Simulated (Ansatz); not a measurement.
# Titanium, bcc under LDA: ground state and equation of state, part 2 of 2

Aim: take titanium in the bcc structure, relax it, solve it on a dense k-mesh, switch on spin-orbit coupling, then scale the cell to 7 volumes from 88 to 112 % of the relaxed one and try a fit of the equation of state. The k-meshes are 13×13×13 for the relaxation; 23×23×23 for the dense run; 14×14×14 for spin-orbit coupling; 16×16×16 for the volumes.

Ansatz 0.2.0; DFT, LDA (PW92), plane waves (420 eV) with PAW, scalar-relativistic.

## Step 5: The cell scaled to 88 % of its volume

This is Ti in the bcc structure; at room conditions it is hcp.

input.yaml reads:

```yaml
crystal:
  lattice:
    - [-1.51829637, 1.51829637, 1.51829637]
    - [1.51829637, -1.51829637, 1.51829637]
    - [1.51829637, 1.51829637, -1.51829637]
  atoms:
    - { symbol: Ti, position: [0.0, 0.0, 0.0] }
hamiltonian:
  xc: lda
  pseudopotentials:
    kind: paw
    azcp:
      Ti: "pseudopotentials/Ti.paw.azcp"
basis:
  ecutwfc: 420
  fft_grid_basis: typed
kpoints:
  mp_grid: { grid: [16, 16, 16], shift: [0, 0, 0] }
magnetization:
  spin_polarized: false
scf:
  occupations: { method: fermi_dirac, width: 0.1 }
  lower_state_search: "off"
output:
  stress: true
```

Output, cut to the lines that bear on the results:

```text
Warning: <dir> the record states the generating functional pbe (its physics header spells it `PBE`), which answers neither for hamiltonian.xc's functional nor for the lda family's — results may be inconsistent (PPs are generated against a specific XC)
Warning: RAYON_NUM_THREADS=2 ignored (pool sized by the plan → 2); use --threads N
[...]
Pseudopotentials: kind: paw
Pseudopotential: Ti, paw, valence charge 12, recommended cutoff 420 eV (normal), <dir>
Functional definition: SPW92
[...]
Crystal: 1 atoms, lattice volume = 14.000 Å³
Basis set: ecut = 420 eV, 249 PW (Γ)
Bands: 10, of which v1, the nominal top of the filled ones, is band 6 counted from 1 (5 counted from 0)
Symmetry: 48 space group operations
Space group: Im-3m (ITA 229), of the structure as read, at distance tolerance 2.4e-5 Å
k-points: 145 of 4096
[...]
SCF iter   1: F=—  HF=-2450.145303 eV  |F-HF|=—  |Δ(HF+E_count)|=         —  Δρ=5.51e-3  dr2=1.55e-3  ethr=1.77e-3  ⟨swp⟩=4.5  Hψ=7697  notcnv=0
[...]
SCF iter   6: F=-2450.144829 eV  HF=-2450.144829 eV  |F-HF|=1.36e-12  |Δ(HF+E_count)|=  5.46e-10  Δρ=3.95e-7  dr2=4.69e-12  ethr=9.88e-12  ⟨swp⟩=1.7  Hψ=4348  notcnv=0
[...]
SCF converged after 6 iterations
Free energy (F): -2450.144829 eV
[...]
E sigma→0 (E₀):  -2450.116946 eV
Entropy (-TS):   -0.055766 eV (-55.766 meV/atom)
Fermi energy:    16.476692 eV
[...]
--- Stress (GPa, compression-positive) ---
       18.578272      -0.000000       0.000000
       -0.000000      18.578272       0.000000
       -0.000000      -0.000000      18.578272
  P = ⅓ Tr σ = 18.5783 GPa (185.783 kbar)
```

Wall time 0.61 s (2 threads of Arm Neoverse V2, shared host); peak memory 0.27 GiB.

## Step 6: The cell scaled to 92 % of its volume

Changes to input.yaml since step 5:

```diff
@@ -2,5 +2,5 @@
   lattice:
-    - [-1.51829637, 1.51829637, 1.51829637]
-    - [1.51829637, -1.51829637, 1.51829637]
-    - [1.51829637, 1.51829637, -1.51829637]
+    - [-1.5409608513, 1.5409608513, 1.5409608513]
+    - [1.5409608513, -1.5409608513, 1.5409608513]
+    - [1.5409608513, 1.5409608513, -1.5409608513]
   atoms:
@@ -25 +25,5 @@
   stress: true
+  write_density: true
+  write_potential: true
+  elf: true
+  volumetric_format: npy
```

Output, cut to the lines that bear on the results:

```text
Warning: <dir> the record states the generating functional pbe (its physics header spells it `PBE`), which answers neither for hamiltonian.xc's functional nor for the lda family's — results may be inconsistent (PPs are generated against a specific XC)
Warning: RAYON_NUM_THREADS=2 ignored (pool sized by the plan → 2); use --threads N
[...]
[... 3 set-up lines as earlier in the session ...]
[...]
Crystal: 1 atoms, lattice volume = 14.636 Å³
Basis set: ecut = 420 eV, 321 PW (Γ)
Bands: 10, of which v1, the nominal top of the filled ones, is band 6 counted from 1 (5 counted from 0)
[... 2 set-up lines as earlier in the session ...]
k-points: 145 of 4096
[...]
SCF iter   1: F=—  HF=-2450.204130 eV  |F-HF|=—  |Δ(HF+E_count)|=         —  Δρ=5.50e-3  dr2=1.76e-3  ethr=1.77e-3  ⟨swp⟩=4.6  Hψ=7687  notcnv=0
[...]
SCF iter   6: F=-2450.203753 eV  HF=-2450.203753 eV  |F-HF|=3.18e-12  |Δ(HF+E_count)|=   1.93e-9  Δρ=4.37e-7  dr2=5.63e-12  ethr=5.08e-11  ⟨swp⟩=4.0  Hψ=6324  notcnv=0
[...]
SCF converged after 6 iterations
Free energy (F): -2450.203753 eV
[...]
E sigma→0 (E₀):  -2450.174082 eV
Entropy (-TS):   -0.059341 eV (-59.341 meV/atom)
Fermi energy:    15.662791 eV
[...]
--- Stress (GPa, compression-positive) ---
       11.295437      -0.000000       0.000000
        0.000000      11.295437      -0.000000
       -0.000000      -0.000000      11.295437
  P = ⅓ Tr σ = 11.2954 GPa (112.954 kbar)
--- Band table (eV; the first three rows and the last of 145) ---
  k-point 0: bands = ["-39.9512", "-15.8429", "-15.8429", "-15.8429", "9.5418", "16.7573", "16.7573", "16.7573", "18.9468", "18.9468"]
[...]
```

Run time: 0.8 s. Hardware: 2 threads of Arm Neoverse V2, shared host; peak memory 0.28 GiB.

Axes a, b and c in the maps are those of this run's conventional cell (a, b, c = 3.082, 3.082, 3.082 Å).

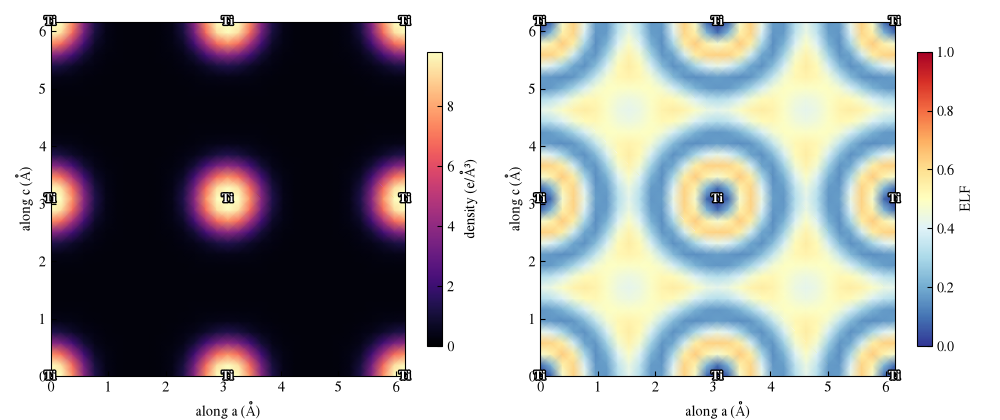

Density (left) and ELF (right) in a lattice plane of the grid's cell (edges 3.08 and 3.08 Å, at 0.000 of the third edge), which holds Ti. Only atoms in the plane are labelled. Both are smooth fields of the valence electrons: close to the nuclei they are not physical.

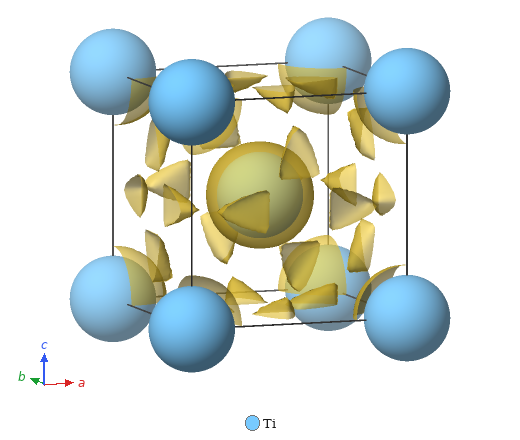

Surface of ELF = 0.50, drawn in one cell.

The highest ELF values outside the cores: 0.56 between the atoms, 1.7 Å from Ti.

## Step 7: The cell scaled to 96 % of its volume

Changes to input.yaml since step 6:

```diff
@@ -2,5 +2,5 @@
   lattice:
-    - [-1.5409608513, 1.5409608513, 1.5409608513]
-    - [1.5409608513, -1.5409608513, 1.5409608513]
-    - [1.5409608513, 1.5409608513, -1.5409608513]
+    - [-1.5629775523, 1.5629775523, 1.5629775523]
+    - [1.5629775523, -1.5629775523, 1.5629775523]
+    - [1.5629775523, 1.5629775523, -1.5629775523]
   atoms:
```

Output, cut to the lines that bear on the results:

```text
Warning: <dir> the record states the generating functional pbe (its physics header spells it `PBE`), which answers neither for hamiltonian.xc's functional nor for the lda family's — results may be inconsistent (PPs are generated against a specific XC)
Warning: RAYON_NUM_THREADS=2 ignored (pool sized by the plan → 2); use --threads N
[...]
[... 3 set-up lines as earlier in the session ...]
[...]
Crystal: 1 atoms, lattice volume = 15.273 Å³
Basis set: ecut = 420 eV, 321 PW (Γ)
Bands: 10, of which v1, the nominal top of the filled ones, is band 6 counted from 1 (5 counted from 0)
[... 2 set-up lines as earlier in the session ...]
k-points: 145 of 4096
[...]
SCF iter   1: F=—  HF=-2450.236429 eV  |F-HF|=—  |Δ(HF+E_count)|=         —  Δρ=5.57e-3  dr2=2.11e-3  ethr=1.77e-3  ⟨swp⟩=4.6  Hψ=7695  notcnv=0
[...]
SCF iter   6: F=-2450.236060 eV  HF=-2450.236060 eV  |F-HF|=2.73e-12  |Δ(HF+E_count)|=  3.45e-10  Δρ=5.59e-7  dr2=1.02e-11  ethr=1.68e-11  ⟨swp⟩=3.3  Hψ=6213  notcnv=0
[...]
SCF converged after 6 iterations
Free energy (F): -2450.236060 eV
[...]
E sigma→0 (E₀):  -2450.204468 eV
Entropy (-TS):   -0.063184 eV (-63.184 meV/atom)
Fermi energy:    14.913308 eV
[...]
--- Stress (GPa, compression-positive) ---
        5.149116       0.000000       0.000000
       -0.000000       5.149116       0.000000
       -0.000000       0.000000       5.149116
  P = ⅓ Tr σ = 5.1491 GPa (51.491 kbar)
--- Band table (eV; the first three rows and the last of 145) ---
  k-point 0: bands = ["-40.7650", "-16.7387", "-16.7387", "-16.7387", "8.8400", "15.9769", "15.9769", "15.9769", "18.0583", "18.0583"]
[...]
```

Run time: 0.79 s. Hardware: 2 threads of Arm Neoverse V2, shared host; peak memory 0.28 GiB.

## Step 8: The cell scaled to 100 % of its volume

Changes to input.yaml since step 7:

```diff
@@ -2,5 +2,5 @@
   lattice:
-    - [-1.5629775523, 1.5629775523, 1.5629775523]
-    - [1.5629775523, -1.5629775523, 1.5629775523]
-    - [1.5629775523, 1.5629775523, -1.5629775523]
+    - [-1.5843908646, 1.5843908646, 1.5843908646]
+    - [1.5843908646, -1.5843908646, 1.5843908646]
+    - [1.5843908646, 1.5843908646, -1.5843908646]
   atoms:
@@ -25,5 +25 @@
   stress: true
-  write_density: true
-  write_potential: true
-  elf: true
-  volumetric_format: npy
```

Output, cut to the lines that bear on the results:

```text
Warning: <dir> the record states the generating functional pbe (its physics header spells it `PBE`), which answers neither for hamiltonian.xc's functional nor for the lda family's — results may be inconsistent (PPs are generated against a specific XC)
Warning: RAYON_NUM_THREADS=2 ignored (pool sized by the plan → 2); use --threads N
[...]
[... 3 set-up lines as earlier in the session ...]
[...]
Crystal: 1 atoms, lattice volume = 15.909 Å³
Basis set: ecut = 420 eV, 321 PW (Γ)
Bands: 10, of which v1, the nominal top of the filled ones, is band 6 counted from 1 (5 counted from 0)
[... 2 set-up lines as earlier in the session ...]
k-points: 145 of 4096
[...]
SCF iter   1: F=—  HF=-2450.246364 eV  |F-HF|=—  |Δ(HF+E_count)|=         —  Δρ=5.64e-3  dr2=2.47e-3  ethr=1.77e-3  ⟨swp⟩=4.6  Hψ=7741  notcnv=0
[...]
SCF iter   6: F=-2450.245936 eV  HF=-2450.245936 eV  |F-HF|=1.12e-10  |Δ(HF+E_count)|=   1.13e-8  Δρ=1.23e-6  dr2=1.85e-10  ethr=3.61e-10  ⟨swp⟩=2.0  Hψ=4547  notcnv=0
[...]
SCF converged after 6 iterations
Free energy (F): -2450.245936 eV
[...]
E sigma→0 (E₀):  -2450.212318 eV
Entropy (-TS):   -0.067237 eV (-67.237 meV/atom)
Fermi energy:    14.220475 eV
[...]
--- Stress (GPa, compression-positive) ---
       -0.026566       0.000000       0.000000
       -0.000000      -0.026566      -0.000000
       -0.000000      -0.000000      -0.026566
  P = ⅓ Tr σ = -0.0266 GPa (-0.266 kbar)
```

Wall time 0.64 s (2 threads of Arm Neoverse V2, shared host); peak memory 0.28 GiB.

## Step 9: The cell scaled to 104 % of its volume

Changes to input.yaml since step 8:

```diff
@@ -2,5 +2,5 @@
   lattice:
-    - [-1.5843908646, 1.5843908646, 1.5843908646]
-    - [1.5843908646, -1.5843908646, 1.5843908646]
-    - [1.5843908646, 1.5843908646, -1.5843908646]
+    - [-1.6052405038, 1.6052405038, 1.6052405038]
+    - [1.6052405038, -1.6052405038, 1.6052405038]
+    - [1.6052405038, 1.6052405038, -1.6052405038]
   atoms:
```

Output, cut to the lines that bear on the results:

```text
Warning: <dir> the record states the generating functional pbe (its physics header spells it `PBE`), which answers neither for hamiltonian.xc's functional nor for the lda family's — results may be inconsistent (PPs are generated against a specific XC)
Warning: RAYON_NUM_THREADS=2 ignored (pool sized by the plan → 2); use --threads N
[...]
[... 3 set-up lines as earlier in the session ...]
[...]
Crystal: 1 atoms, lattice volume = 16.546 Å³
Basis set: ecut = 420 eV, 321 PW (Γ)
Bands: 10, of which v1, the nominal top of the filled ones, is band 6 counted from 1 (5 counted from 0)
[... 2 set-up lines as earlier in the session ...]
k-points: 145 of 4096
[...]
SCF iter   1: F=—  HF=-2450.237393 eV  |F-HF|=—  |Δ(HF+E_count)|=         —  Δρ=5.64e-3  dr2=2.75e-3  ethr=1.77e-3  ⟨swp⟩=4.5  Hψ=7713  notcnv=0
[...]
SCF iter   6: F=-2450.236932 eV  HF=-2450.236932 eV  |F-HF|=4.09e-12  |Δ(HF+E_count)|=   1.48e-8  Δρ=4.02e-7  dr2=1.39e-11  ethr=3.94e-10  ⟨swp⟩=2.0  Hψ=4592  notcnv=0
[...]
SCF converged after 6 iterations
Free energy (F): -2450.236932 eV
[...]
E sigma→0 (E₀):  -2450.201244 eV
Entropy (-TS):   -0.071377 eV (-71.377 meV/atom)
Fermi energy:    13.577928 eV
[...]
--- Stress (GPa, compression-positive) ---
       -4.380835       0.000000       0.000000
        0.000000      -4.380835      -0.000000
        0.000000      -0.000000      -4.380835
  P = ⅓ Tr σ = -4.3808 GPa (-43.808 kbar)
```

It took 0.66 s on 2 threads of Arm Neoverse V2, shared host; peak memory 0.28 GiB.

## Step 10: The cell scaled to 108 % of its volume

Changes to input.yaml since step 9:

```diff
@@ -2,5 +2,5 @@
   lattice:
-    - [-1.6052405038, 1.6052405038, 1.6052405038]
-    - [1.6052405038, -1.6052405038, 1.6052405038]
-    - [1.6052405038, 1.6052405038, -1.6052405038]
+    - [-1.6255621612, 1.6255621612, 1.6255621612]
+    - [1.6255621612, -1.6255621612, 1.6255621612]
+    - [1.6255621612, 1.6255621612, -1.6255621612]
   atoms:
```

Output, cut to the lines that bear on the results:

```text
Warning: <dir> the record states the generating functional pbe (its physics header spells it `PBE`), which answers neither for hamiltonian.xc's functional nor for the lda family's — results may be inconsistent (PPs are generated against a specific XC)
Warning: RAYON_NUM_THREADS=2 ignored (pool sized by the plan → 2); use --threads N
[...]
[... 3 set-up lines as earlier in the session ...]
[...]
Crystal: 1 atoms, lattice volume = 17.182 Å³
Basis set: ecut = 420 eV, 321 PW (Γ)
Bands: 10, of which v1, the nominal top of the filled ones, is band 6 counted from 1 (5 counted from 0)
[... 2 set-up lines as earlier in the session ...]
k-points: 145 of 4096
[...]
SCF iter   1: F=—  HF=-2450.212572 eV  |F-HF|=—  |Δ(HF+E_count)|=         —  Δρ=5.58e-3  dr2=3.07e-3  ethr=1.77e-3  ⟨swp⟩=4.6  Hψ=7799  notcnv=0
[...]
SCF iter   6: F=-2450.212052 eV  HF=-2450.212052 eV  |F-HF|=4.55e-13  |Δ(HF+E_count)|=   1.74e-8  Δρ=2.73e-7  dr2=6.28e-12  ethr=4.67e-10  ⟨swp⟩=2.0  Hψ=4633  notcnv=0
[...]
SCF converged after 6 iterations
Free energy (F): -2450.212052 eV
[...]
E sigma→0 (E₀):  -2450.174308 eV
Entropy (-TS):   -0.075487 eV (-75.487 meV/atom)
Fermi energy:    12.980397 eV
[...]
--- Stress (GPa, compression-positive) ---
       -8.041043      -0.000000       0.000000
       -0.000000      -8.041043       0.000000
        0.000000      -0.000000      -8.041043
  P = ⅓ Tr σ = -8.0410 GPa (-80.410 kbar)
```

Run time: 0.67 s. Hardware: 2 threads of Arm Neoverse V2, shared host; peak memory 0.28 GiB.

## Step 11: The cell scaled to 112 % of its volume

Changes to input.yaml since step 10:

```diff
@@ -2,5 +2,5 @@
   lattice:
-    - [-1.6255621612, 1.6255621612, 1.6255621612]
-    - [1.6255621612, -1.6255621612, 1.6255621612]
-    - [1.6255621612, 1.6255621612, -1.6255621612]
+    - [-1.6453880439, 1.6453880439, 1.6453880439]
+    - [1.6453880439, -1.6453880439, 1.6453880439]
+    - [1.6453880439, 1.6453880439, -1.6453880439]
   atoms:
```

Output, cut to the lines that bear on the results:

```text
Warning: <dir> the record states the generating functional pbe (its physics header spells it `PBE`), which answers neither for hamiltonian.xc's functional nor for the lda family's — results may be inconsistent (PPs are generated against a specific XC)
Warning: RAYON_NUM_THREADS=2 ignored (pool sized by the plan → 2); use --threads N
[...]
[... 3 set-up lines as earlier in the session ...]
[...]
Crystal: 1 atoms, lattice volume = 17.818 Å³
Basis set: ecut = 420 eV, 369 PW (Γ)
Bands: 10, of which v1, the nominal top of the filled ones, is band 6 counted from 1 (5 counted from 0)
[... 2 set-up lines as earlier in the session ...]
k-points: 145 of 4096
[...]
SCF iter   1: F=—  HF=-2450.174456 eV  |F-HF|=—  |Δ(HF+E_count)|=         —  Δρ=5.50e-3  dr2=3.42e-3  ethr=1.77e-3  ⟨swp⟩=4.6  Hψ=7840  notcnv=0
[...]
SCF iter   6: F=-2450.173833 eV  HF=-2450.173833 eV  |F-HF|=1.82e-12  |Δ(HF+E_count)|=   8.68e-9  Δρ=5.17e-7  dr2=1.04e-11  ethr=2.35e-10  ⟨swp⟩=2.0  Hψ=4550  notcnv=0
[...]
SCF converged after 6 iterations
Free energy (F): -2450.173833 eV
[...]
E sigma→0 (E₀):  -2450.134085 eV
Entropy (-TS):   -0.079496 eV (-79.496 meV/atom)
Fermi energy:    12.423367 eV
[...]
--- Stress (GPa, compression-positive) ---
      -11.113137      -0.000000       0.000000
       -0.000000     -11.113137      -0.000000
       -0.000000       0.000000     -11.113137
  P = ⅓ Tr σ = -11.1131 GPa (-111.131 kbar)
```

Run time: 0.68 s. Hardware: 2 threads of Arm Neoverse V2, shared host; peak memory 0.28 GiB.

## Step 12: Fitting the volumes

The cell was scaled evenly, with its shape and the fractional positions fixed.

```
V (Å³/atom)  E − E₀ (meV/atom)  P from the stress (GPa)  P from the fit (GPa)
     14.000               95.5                    18.58                 18.19
     14.636               38.3                    11.30                 10.82
     15.273                7.9                     5.15                  4.64
     15.909                0.1                    -0.03                 -0.54
     16.546               11.2                    -4.38                 -4.89
     17.182               38.1                    -8.04                 -8.55
     17.818               78.3                   -11.11                -11.63
```

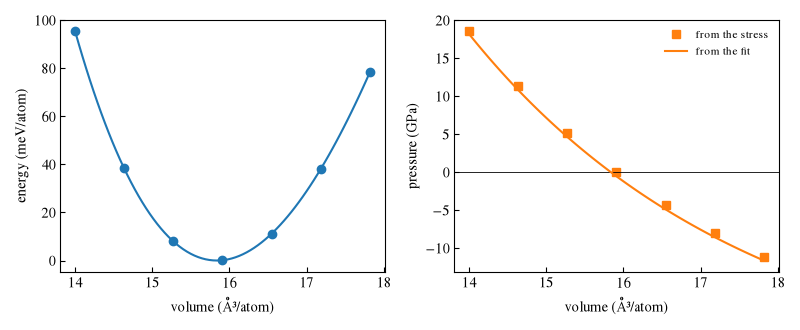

Energy and pressure against volume; the lines are the Birch-Murnaghan fit.

A third-order Birch-Murnaghan fit gives V₀ = 15.837 Å³/atom, B₀ = 120 GPa and B₀′ = 3.3; it misses no point by more than 0.03 meV/atom.

Fit and stress differ a little: one follows E(σ → 0), the other the smeared free energy.

## Step 13: Summary of results

The summary covers parts 1 to 2.

| quantity | value |
| --- | --- |
| space group (spins left aside) | Im-3m (No. 229) |
| conventional cell | a = 3.169 Å |
| volume | 15.909 Å³/atom |
| shortest distance | 2.744 Å |
| gap on the mesh | none (levels filled in part) |
| relative to hcp | +89 meV/atom |
| V₀, B₀, B₀′ | 15.837 Å³/atom, 120 GPa, 3.3 |

**Reading.** The relaxation shrank the cell by 9.9 % in volume. Against the reference form of titanium (hcp, computed apart with the same settings) it stands 89 meV/atom higher. Levels at the Fermi energy are filled in part, as in a metal. The total energy of the spin-orbit run (on a coarser mesh) lies -64 meV/atom from the scalar one; mesh and treatment of the core enter this figure, so it is no spin-orbit energy. The fitted modulus is 120 GPa. Relaxation kept the symmetry; phonons were not checked.
